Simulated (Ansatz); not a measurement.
The starting structures come from a database of crystals and need not be the phases stable at ambient conditions.

 Where the default PAW files enter, the runs use the earlier of Ansatz's two default sets.

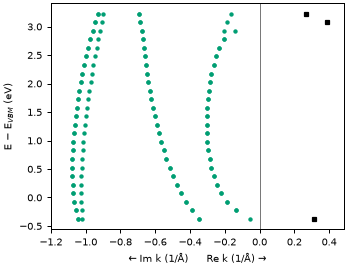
Figure. Complex bands at the centre of the two-dimensional zone; r2SCAN (Ansatz, a first-principles code)

The gap is the functional's own, uncorrected, and κ follows it; spin-orbit coupling is left out. Mid-gap values are interpolated between the computed energies.

### Question
This is BiClO (P4/nmm, not sure to be the ambient phase, 6 atoms a cell, 18.7 Å³ an atom) along the normal of (001). Read off the slowest decay at the centre of the two-dimensional zone at 1.57 eV, the computed energy nearest the middle of the gap.

### Answer
κ ≈ 0.30 1/Å, a decay length 1/(2κ) of the density of 1.7 Å.
